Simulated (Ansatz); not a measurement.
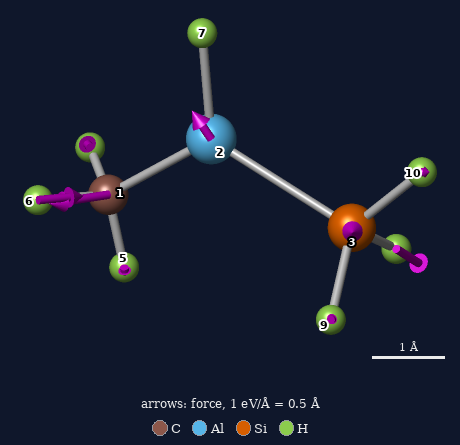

Starting geometry of CH$_{7}$AlSi (coarse preliminary run) with the computed forces as purple arrows. A ball-and-stick model, seen at a tilt.

The start comes from a force field.

Computed with Ansatz, RKS PBE-D4/def2-SVP.

The input:
```yaml
crystal:
  periodic: [false, false, false]
  atoms:
    - {symbol: C, position_ang: [-1.393500, 0.912800, -0.749300]}
    - {symbol: Al, position_ang: [0.422200, 0.270500, -0.689000]}
    - {symbol: Si, position_ang: [1.073400, -1.084900, 1.101900]}
    - {symbol: H, position_ang: [-1.859700, 0.601700, -1.688900]}
    - {symbol: H, position_ang: [-1.999800, 0.588000, 0.107700]}
    - {symbol: H, position_ang: [-1.429300, 2.082800, -0.764300]}
    - {symbol: H, position_ang: [1.486600, 0.646300, -1.843100]}
    - {symbol: H, position_ang: [0.314500, -2.282500, 1.145500]}
    - {symbol: H, position_ang: [0.948800, -0.326600, 2.416600]}
    - {symbol: H, position_ang: [2.519800, -1.459400, 0.965900]}
basis:
  gaussian: {orbitals: def2-SVP}
hamiltonian: {xc: pbe, dispersion: d4}
relax: {f_tol: 0.03, max_steps: 200}
```

Launched with:
```bash
ansatz run in.yaml --threads 2 --pin off --events-out ev --progress --plain --max-ram 32768MiB --backend cpu
```

Q: What follows when this structure is relaxed?

A: It isn't relaxed: the largest force vector, on C1, is 2.06 eV/Å. The final displacements follow the starting forces only in part (cosine between the two patterns 0.41). Over 3 geometry steps the energy falls by 0.253 eV. The largest force component goes from 2.1 to 0.016 eV/Å. The atom that moves furthest after the best rigid fit is H10 (0.15 Å). Largest moves by element: H 0.15 Å, Si 0.11 Å, C 0.09 Å, Al 0.05 Å. Some distances before and after: Al2–Si3 2.338 → 2.466 Å, Si3–H8 1.418 → 1.512 Å, C1–H6 1.171 → 1.112 Å, C1–Al2 1.927 → 1.968 Å. Bond angles that change, for instance: H8–Si3–H9 110.5° → 106.0°, Al2–Si3–H10 110.1° → 114.3°, C1–Al2–H7 121.4° → 118.9°.
